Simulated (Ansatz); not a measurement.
# BH4 (doublet): correlated methods under varied settings at a displaced geometry (v1)

Aim: run BH4 (doublet) at one geometry under a spread of methods and options, and see what each costs and gives.

Method: the settings change from run to run; program: Ansatz 0.2.0, Gaussian basis.

22 further runs of the same task are left out: 9 that didn't finish, 13 set aside as unsound or not needed.

## Step 1: The system

The geometry is a PBE0/def2-TZVP stationary point (not a proven minimum) with its atoms shifted at random (size 0.040 Å).

5 atoms, charge 0, spin multiplicity 2.

Atoms are counted from 1 here; the program's logs count them from 0.

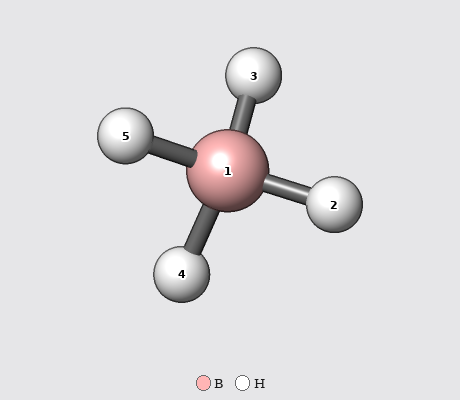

The structure; boron pink, hydrogen white; atoms are numbered from 1 in the order of the file.

## Step 2: HF/cc-pVDZ

Contents of in.yaml:

```yaml
crystal:
  periodic: [false, false, false]
  atoms:
    - {symbol: B, position_ang: [0.007292, -0.000265, 0.011160]}
    - {symbol: H, position_ang: [0.421144, 0.796087, 0.810660]}
    - {symbol: H, position_ang: [-0.369904, -0.764792, 0.767854]}
    - {symbol: H, position_ang: [-0.461166, 0.788734, -0.828247]}
    - {symbol: H, position_ang: [0.331715, -0.817181, -0.869965]}
basis:
  gaussian: {orbitals: cc-pVDZ}
magnetization: {spin_polarized: true, initial_magnetization: 1}
hamiltonian: {xc: hf}
output: {forces: true, orbitals: {seedname: orbitals}}
```

On the command line:

```console
$ ansatz run in.yaml --threads 1 --pin off --events-out ev --progress --plain --max-ram 2393MiB
```

The program printed:

```text
Functional definition: HF
  name "HF"
  cite "Fock, Z. Phys. 61, 126 (1930) doi:10.1007/BF01340294"
  parent pbe
  exchange = exact_x
  correlation = 0
301 factors; integrals over basis functions are off by at most 6.8e-4 eV
mean field evaluation 1: about -730.5329 eV, gradient 8.0e0 eV
mean field evaluation 2: about -730.5332 eV, gradient 8.0e0 eV
mean field evaluation 4: about -731.0556 eV, gradient 7.0e-1 eV
mean field evaluation 8: about -731.0681 eV, gradient 2.9e-3 eV
mean field -731.06810123 eV, -26.8662571844 hartree, gradient 1.9e-5 eV, S^2 0.768201; 0 other end points of the search recorded, 0 dependent functions left out
the calculation of the forces begins
reference -731.06810123 eV, -26.8662571844 hartree; 5, 4 occupied and 29, 30 virtual orbitals, 301 factors
Total energy: -731.06810123 eV, -26.8662571844 hartree
Atom 0 at     0.007292    -0.000265     0.011160 Å, force     0.196004     1.155276    -1.359528 eV/Å
Atom 1 at     0.421144     0.796087     0.810660 Å, force     0.447634     0.442214    -0.009375 eV/Å
Atom 2 at    -0.369904    -0.764792     0.767854 Å, force    -0.870783    -1.673113     1.285907 eV/Å
Atom 3 at    -0.461166     0.788734    -0.828247 Å, force     0.073663    -0.146695     0.045543 eV/Å
Atom 4 at     0.331715    -0.817181    -0.869965 Å, force     0.153482     0.222319     0.037453 eV/Å
Dipole moment:     0.003268    -0.015462    -0.037189 e Å
```

Run time: 0.21 s. Hardware: 1 thread of Intel Xeon Platinum 8259CL at 2.50GHz, shared host.

From the report: ⟨S²⟩ of the determinant 0.768 (pure doublet: 0.75).

## Step 3: HF/6-31++G**

Changes to in.yaml since step 2:

```diff
@@ -9,5 +9,5 @@
 basis:
-  gaussian: {orbitals: cc-pVDZ}
+  gaussian: {orbitals: "6-31++G**"}
 magnetization: {spin_polarized: true, initial_magnetization: 1}
 hamiltonian: {xc: hf}
-output: {forces: true, orbitals: {seedname: orbitals}}
+output: {orbitals: {seedname: orbitals}}
```

Same command.

The program printed:

```text
Functional definition: HF
  name "HF"
  cite "Fock, Z. Phys. 61, 126 (1930) doi:10.1007/BF01340294"
  parent pbe
  exchange = exact_x
  correlation = 0
481 factors; their error is unknown
mean field evaluation 1: about -730.4569 eV, gradient 9.4e0 eV
mean field evaluation 2: about -731.0423 eV, gradient 2.3e0 eV
mean field evaluation 4: about -731.1072 eV, gradient 4.2e-1 eV
mean field evaluation 8: about -731.1252 eV, gradient 1.1e-1 eV
mean field -731.12545784 eV, -26.8683650011 hartree, gradient 1.5e-5 eV, S^2 0.765696; 0 other end points of the search recorded, 0 dependent functions left out
reference -731.12545784 eV, -26.8683650011 hartree; 5, 4 occupied and 38, 39 virtual orbitals, 481 factors
Total energy: -731.12545784 eV, -26.8683650011 hartree
```

Run time: 0.21 s. Hardware: 1 thread of Intel Xeon Platinum 8259CL at 2.50GHz, shared host.

From the report: ⟨S²⟩ of the determinant 0.766 (pure doublet: 0.75).

## Step 4: NEVPT4(SD)(5,5)/6-31G

Changes to in.yaml since step 3:

```diff
@@ -9,5 +9,6 @@
 basis:
-  gaussian: {orbitals: "6-31++G**"}
-magnetization: {spin_polarized: true, initial_magnetization: 1}
-hamiltonian: {xc: hf}
-output: {orbitals: {seedname: orbitals}}
+  gaussian: {orbitals: 6-31G}
+magnetization: {spin_polarized: false, initial_magnetization: 1}
+correlation: {method: fic_nevpt4_sd, electrons: outside_noble_gas, active_space: {window: {electrons: 5, orbitals: 5}}}
+accuracy: high
+scf: {lower_state_search: off}
```

The command is unchanged.

The program printed, cut to the lines that bear on the results:

```text
Functional definition: HF
  name "HF"
  cite "Fock, Z. Phys. 61, 126 (1930) doi:10.1007/BF01340294"
  parent pbe
[...]
411 factors; integrals over basis functions are off by at most 3.0e-9 eV
[...]
mean field -730.50500809 eV, -26.8455638934 hartree, gradient 1.2e-8 eV, S^2 0.750000; 0 other end points of the search recorded, 0 dependent functions left out
reference -730.50500809 eV, -26.8455638934 hartree; 5, 4 occupied and 12, 13 virtual orbitals, 411 factors
state -731.34656040 eV, -26.8764903704 hartree
state -731.34656040 eV, -26.8764903704 hartree; corrected -733.08240724 eV, -26.9402815648 hartree
Total energy: -733.08240724 eV, -26.9402815648 hartree
Checks for a lower state left out: stability, starts, cluster_reference, orbital_swaps, neighbouring_geometries, increment
```

Wall time 0.57 s (1 thread of Intel Xeon Platinum 8259CL at 2.50GHz, shared host).

From the report: 100 determinants; active occupations 1.98, 1.98, 1.00, 0.02, 0.02.

## Step 5: CCSDT(Q)/6-31G

Changes to in.yaml since step 4:

```diff
@@ -11,4 +11,4 @@
 magnetization: {spin_polarized: false, initial_magnetization: 1}
-correlation: {method: fic_nevpt4_sd, electrons: outside_noble_gas, active_space: {window: {electrons: 5, orbitals: 5}}}
-accuracy: high
+hamiltonian: {xc: {name: B3LYP}}
+correlation: {method: ccsdt_q, electrons: outside_noble_gas}
 scf: {lower_state_search: off}
```

The command is unchanged.

The program printed, cut to the lines that bear on the results:

```text
Functional definition: B3LYP
  name "B3LYP"
  cite "Stephens, Devlin, Chabalowski & Frisch, J. Phys. Chem. 98, 11623 (1994) doi:10.1021/j100096a001"
  cite "Becke, Phys. Rev. A 38, 3098 (1988) doi:10.1103/PhysRevA.38.3098"
  cite "Lee, Yang & Parr, Phys. Rev. B 37, 785 (1988) doi:10.1103/PhysRevB.37.785"
  cite "Vosko, Wilk & Nusair, Can. J. Phys. 58, 1200 (1980) doi:10.1139/p80-159"
[...]
392 factors; integrals over basis functions are off by at most 5.8e-8 eV
[...]
mean field -738.18522414 eV, -27.1278066274 hartree, gradient 1.0e-6 eV, S^2 0.750000; 0 other end points of the search recorded, 0 dependent functions left out
1 core orbitals not correlated: weight in the atoms' cores, before any rotation towards them, 1.000 or more for the frozen orbitals, at most 0.000 for the correlated occupied ones
reference -730.44102478 eV, -26.8432125500 hartree; 4, 3 occupied and 12, 13 virtual orbitals, 392 factors
second order -1.95801808 eV of doubles, -0.08282869 eV of singles
cycle   1  -2.46512063 eV  change   -4.3e-1 eV  update   5.1e-2
[...]
cycle  13  -2.69972347 eV  change   -4.6e-7 eV  update   3.6e-7
perturbative correction -0.00118751 eV, -0.0000436402 hartree
Total energy: -733.14193576 eV, -26.9424691977 hartree
Checks for a lower state left out: stability, starts, cluster_reference, orbital_swaps, neighbouring_geometries, increment
```

Wall time 1.1 s (1 thread of Intel Xeon Platinum 8259CL at 2.50GHz, shared host).

From the report: correlation -2.7009 eV; T1 0.014; largest double amplitude 0.06. The orbitals are Kohn-Sham ones, so correlation energy and T1 don't compare with those on Hartree-Fock orbitals.

## Step 6: MRCISD+Q(5,5)/cc-pVDZ

Changes to in.yaml since step 5:

```diff
@@ -9,6 +9,4 @@
 basis:
-  gaussian: {orbitals: 6-31G}
+  gaussian: {orbitals: cc-pVDZ}
 magnetization: {spin_polarized: false, initial_magnetization: 1}
-hamiltonian: {xc: {name: B3LYP}}
-correlation: {method: ccsdt_q, electrons: outside_noble_gas}
-scf: {lower_state_search: off}
+correlation: {method: fic_mrcisd_q, electrons: valence, active_space: {window: {electrons: 5, orbitals: 5}, states: [{multiplicity: 2, weights: [1, 1, 0.5]}, {multiplicity: 4, weights: [1]}]}}
```

Launched as before.

The program printed, cut to the lines that bear on the results:

```text
Functional definition: HF
  name "HF"
  cite "Fock, Z. Phys. 61, 126 (1930) doi:10.1007/BF01340294"
  parent pbe
[...]
638 factors; integrals over basis functions are off by at most 1.9e-7 eV
[...]
mean field -730.92370034 eV, -26.8609505498 hartree, gradient 2.3e-6 eV, S^2 0.750000; 0 other end points of the search recorded, 0 dependent functions left out
reference -730.92370034 eV, -26.8609505498 hartree; 5, 4 occupied and 29, 30 virtual orbitals, 638 factors
state -731.43333688 eV, -26.8796793471 hartree
state -728.16462350 eV, -26.7595563459 hartree
state -727.25424278 eV, -26.7261004714 hartree
contracted CI cycle   1: correlation 0.00000000 eV, 0.0000000000 hartree, residual 1.48e1 eV
contracted CI cycle   2: correlation -3.30176283 eV, -0.1213375459 hartree, residual 2.70e0 eV
contracted CI cycle   3: correlation -3.41776318 eV, -0.1256004803 hartree, residual 6.86e-1 eV
[...]
contracted CI cycle   2: correlation -2.93908795 eV, -0.1080094901 hartree, residual 2.55e0 eV
contracted CI cycle   3: correlation -3.04901707 eV, -0.1120493107 hartree, residual 6.51e-1 eV
contracted CI cycle   4: correlation -3.05695586 eV, -0.1123410557 hartree, residual 2.26e-1 eV
contracted CI cycle   5: correlation -3.05791248 eV, -0.1123762110 hartree, residual 8.75e-2 eV
contracted CI cycle   6: correlation -3.05808139 eV, -0.1123824184 hartree, residual 3.28e-2 eV
contracted CI cycle   7: correlation -3.05810584 eV, -0.1123833166 hartree, residual 1.24e-2 eV
contracted CI cycle   8: correlation -3.05810907 eV, -0.1123834356 hartree, residual 4.27e-3 eV
contracted CI cycle   9: correlation -3.05810946 eV, -0.1123834497 hartree, residual 1.53e-3 eV
contracted CI cycle  10: correlation -3.05810951 eV, -0.1123834516 hartree, residual 5.87e-4 eV
state -723.56095282 eV, -26.5903745691 hartree; corrected -726.81667774 eV, -26.7100202529 hartree
Total energy: -731.31103598 eV, -26.8751848719 hartree
```

It took 2.3 s on 1 thread of Intel Xeon Platinum 8259CL at 2.50GHz, shared host.

From the report: 100 determinants; active occupations (of the averaged states) 1.84, 1.42, 1.41, 0.31, 0.02.

## Step 7: CCSDT(Q)/B on UHF/def2-mTZVP

Contents of in.yaml:

```yaml
crystal:
  periodic: [false, false, false]
  atoms:
    - {symbol: B, position_ang: [0.007292, -0.000265, 0.011160]}
    - {symbol: H, position_ang: [0.421144, 0.796087, 0.810660]}
    - {symbol: H, position_ang: [-0.369904, -0.764792, 0.767854]}
    - {symbol: H, position_ang: [-0.461166, 0.788734, -0.828247]}
    - {symbol: H, position_ang: [0.331715, -0.817181, -0.869965]}
basis:
  gaussian: {orbitals: def2-mTZVP}
magnetization: {spin_polarized: true, initial_magnetization: 1}
correlation: {method: ccsdt_q_b, electrons: outside_noble_gas}
accuracy: high
scf: {lower_state_search: full}
```

Launched as before.

The program printed, cut to the lines that bear on the results:

```text
Functional definition: HF
  name "HF"
  cite "Fock, Z. Phys. 61, 126 (1930) doi:10.1007/BF01340294"
  parent pbe
[...]
641 factors; integrals over basis functions are off by at most 3.4e-9 eV
[...]
mean field -731.12992089 eV, -26.8685290150 hartree, gradient 2.2e-8 eV, S^2 0.765322; 3 other end points of the search recorded, 0 dependent functions left out
determinant -731.12992089 eV, -26.8685290150 hartree, with singles and doubles -734.36713892 eV, -26.9874945833 hartree
determinant -727.68257738 eV, -26.7418414778 hartree, with singles and doubles -731.17375574 eV, -26.8701399162 hartree
1 core orbitals not correlated: weight in the atoms' cores, before any rotation towards them, 1.000 or more for the frozen orbitals, at most 0.000 for the correlated occupied ones
reference -731.12992089 eV, -26.8685290150 hartree; 4, 3 occupied and 26, 27 virtual orbitals, 641 factors
second order -2.57261426 eV of doubles, -0.00000000 eV of singles
cycle   1  -3.01326513 eV  change   -4.4e-1 eV  update   5.9e-2
[...]
cycle  24  -3.33398932 eV  change   3.4e-10 eV  update  8.7e-10
perturbative correction -0.00100856 eV, -0.0000370640 hartree
Total energy: -734.46491877 eV, -26.9910879267 hartree
```

Wall time 8.5 s (1 thread of Intel Xeon Platinum 8259CL at 2.50GHz, shared host).

From the report: ⟨S²⟩ of the determinant 0.765 (pure doublet: 0.75); correlation -3.3350 eV; T1 0.019; largest double amplitude 0.04.

## Step 8: NEVPT4(SD)(3,8)/6-31G

Changes to in.yaml since step 7:

```diff
@@ -9,6 +9,4 @@
 basis:
-  gaussian: {orbitals: def2-mTZVP}
-magnetization: {spin_polarized: true, initial_magnetization: 1}
-correlation: {method: ccsdt_q_b, electrons: outside_noble_gas}
-accuracy: high
-scf: {lower_state_search: full}
+  gaussian: {orbitals: 6-31G}
+magnetization: {spin_polarized: false, initial_magnetization: 1}
+correlation: {method: fic_nevpt4_sd, electrons: outside_noble_gas, active_space: {window: {electrons: 3, orbitals: 8}, states: [{multiplicity: 2, weights: [0.5, 0.5]}, {multiplicity: 4, weights: [1]}]}}
```

The command is unchanged.

The program printed, cut to the lines that bear on the results:

```text
Functional definition: HF
  name "HF"
  cite "Fock, Z. Phys. 61, 126 (1930) doi:10.1007/BF01340294"
  parent pbe
[...]
392 factors; integrals over basis functions are off by at most 5.8e-8 eV
[...]
mean field -730.50500810 eV, -26.8455638936 hartree, gradient 3.2e-6 eV, S^2 0.750000; 0 other end points of the search recorded, 0 dependent functions left out
reference -730.50500810 eV, -26.8455638936 hartree; 5, 4 occupied and 12, 13 virtual orbitals, 392 factors
state -731.09975573 eV, -26.8674204659 hartree
state -727.81119829 eV, -26.7465682091 hartree
state -731.09975573 eV, -26.8674204659 hartree; corrected -733.05082176 eV, -26.9391208200 hartree
state -727.81119829 eV, -26.7465682091 hartree; corrected -729.75748827 eV, -26.8180930464 hartree
state -722.81680249 eV, -26.5630275487 hartree
state -722.81680249 eV, -26.5630275487 hartree; corrected -724.70387017 eV, -26.6323760070 hartree
Total energy: -728.05401259 eV, -26.7554914701 hartree
```

Run time: 4.7 s. Hardware: 1 thread of Intel Xeon Platinum 8259CL at 2.50GHz, shared host; peak memory 0.27 GiB.

From the report: 224 determinants; active occupations (of the averaged states) 1.24, 1.23, 0.52, 0.01, 0.00, 0.00, 0.00, 0.00.

## Step 9: CASCI(1,2)/6-31G

Changes to in.yaml since step 8:

```diff
@@ -11,2 +11,3 @@
 magnetization: {spin_polarized: false, initial_magnetization: 1}
-correlation: {method: fic_nevpt4_sd, electrons: outside_noble_gas, active_space: {window: {electrons: 3, orbitals: 8}, states: [{multiplicity: 2, weights: [0.5, 0.5]}, {multiplicity: 4, weights: [1]}]}}
+correlation: {active_space: {window: {electrons: 1, orbitals: 2}, fixed_orbitals: true}}
+scf: {lower_state_search: full}
```

Launched as before.

The program printed:

```text
Functional definition: HF
  name "HF"
  cite "Fock, Z. Phys. 61, 126 (1930) doi:10.1007/BF01340294"
  parent pbe
  exchange = exact_x
  correlation = 0
254 factors; integrals over basis functions are off by at most 2.5e-4 eV
mean field evaluation 1: about -730.1652 eV, gradient 9.3e0 eV
mean field evaluation 2: about -730.1655 eV, gradient 9.3e0 eV
mean field evaluation 4: about -730.5043 eV, gradient 2.2e-1 eV
mean field evaluation 8: about -730.5050 eV, gradient 2.1e-6 eV
mean field evaluation 16: about -730.4312 eV, gradient 1.7e0 eV
mean field evaluation 32: about -730.5047 eV, gradient 1.0e-2 eV
mean field -730.50498784 eV, -26.8455631492 hartree, gradient 3.2e-6 eV, S^2 0.750000; 3 other end points of the search recorded, 0 dependent functions left out
reference -730.50498784 eV, -26.8455631492 hartree; 5, 4 occupied and 12, 13 virtual orbitals, 254 factors
state -730.50498784 eV, -26.8455631492 hartree
Total energy: -730.50498784 eV, -26.8455631492 hartree
```

Run time: 0.15 s. Hardware: 1 thread of Intel Xeon Platinum 8259CL at 2.50GHz, shared host.

From the report: 2 determinants; active occupations 1.00, 0.00. With so small a space the active step adds no correlation: the energy is the mean field's.

## Step 10: CASSCF(1,3)/cc-pVDZ

Changes to in.yaml since step 9:

```diff
@@ -9,5 +9,5 @@
 basis:
-  gaussian: {orbitals: 6-31G}
+  gaussian: {orbitals: cc-pVDZ}
 magnetization: {spin_polarized: false, initial_magnetization: 1}
-correlation: {active_space: {window: {electrons: 1, orbitals: 2}, fixed_orbitals: true}}
-scf: {lower_state_search: full}
+correlation: {active_space: {window: {electrons: 1, orbitals: 3}, states: [{multiplicity: 2, weights: [1, 0.5, 1]}], root: 1}}
+output: {forces: true}
```

The command is unchanged.

The program printed, cut to the lines that bear on the results:

```text
Functional definition: HF
  name "HF"
  cite "Fock, Z. Phys. 61, 126 (1930) doi:10.1007/BF01340294"
  parent pbe
[...]
638 factors; integrals over basis functions are off by at most 1.9e-7 eV
[...]
mean field -730.92370034 eV, -26.8609505498 hartree, gradient 2.3e-6 eV, S^2 0.750000; 0 other end points of the search recorded, 0 dependent functions left out
reference -730.92370034 eV, -26.8609505498 hartree; 5, 4 occupied and 29, 30 virtual orbitals, 638 factors
state -730.87792369 eV, -26.8592682888 hartree
state -723.51635916 eV, -26.5887357821 hartree
state -720.98705660 eV, -26.4957856275 hartree
[...]
Total energy: -723.51635916 eV, -26.5887357821 hartree
Atom 0 at     0.007292    -0.000265     0.011160 Å, force     0.527161     1.408211    -1.518919 eV/Å
Atom 1 at     0.421144     0.796087     0.810660 Å, force    -3.335011     2.355338     2.129392 eV/Å
Atom 2 at    -0.369904    -0.764792     0.767854 Å, force     3.070674    -3.410799     2.795055 eV/Å
Atom 3 at    -0.461166     0.788734    -0.828247 Å, force     3.623929     1.407387    -1.662098 eV/Å
Atom 4 at     0.331715    -0.817181    -0.869965 Å, force    -3.886753    -1.760137    -1.743429 eV/Å
Dipole moment:    -0.027886    -0.003873    -0.059570 e Å
```

Wall time 0.66 s (1 thread of Intel Xeon Platinum 8259CL at 2.50GHz, shared host).

From the report: 3 determinants; active occupations (of the averaged states) 0.40, 0.40, 0.20.

## Step 11: The runs in one table

Where basis and cores are those of an earlier UCCSDT(Q)/cc-pVDZ run (-735.0754 eV), and the state is the same kind, the miss against it is given.

| level | correlated | functions | energy (eV) | from UCCSDT(Q) (meV) | time |
| --- | --- | --- | --- | --- | --- |
| HF/cc-pVDZ |  | 34 | -731.0681 | 4007.3 | 0.21 s |
| HF/6-31++G** |  | 43 | -731.1255 |  | 0.21 s |
| NEVPT4(SD)(5,5)/6-31G | outside noble gas | 17 | -733.0824 |  | 0.57 s |
| CCSDT(Q)/6-31G (on B3LYP orbitals) | outside noble gas | 17 | -733.1419 |  | 1.1 s |
| MRCISD+Q(5,5)/cc-pVDZ (mean of several states) | valence | 34 | -731.3110 |  | 2.3 s |
| CCSDT(Q)/B on UHF/def2-mTZVP | outside noble gas | 31 | -734.4649 |  | 8.5 s |
| NEVPT4(SD)(3,8)/6-31G (mean of several states) | outside noble gas | 17 | -728.0540 |  | 4.7 s |
| CASCI(1,2)/6-31G |  | 17 | -730.5050 |  | 0.15 s |
| CASSCF(1,3)/cc-pVDZ (excited root 1 of an average) |  | 34 | -723.5164 |  | 0.66 s |

## Step 12: Outcome

| quantity | value |
| --- | --- |
| runs | 9 |
| quickest | CASCI(1,2)/6-31G, 0.15 s |
| slowest | CCSDT(Q)/B on UHF/def2-mTZVP, 8.5 s |

**Reading.** Total energies in different bases, with other cores or another treatment of relativity can't be set against each other. CCSDT(Q)/B on UHF/def2-mTZVP took 57 times as long as CASCI(1,2)/6-31G; the jobs differ in more than the method. Hartree-Fock, CASSCF and CASCI lack dynamic correlation by design.
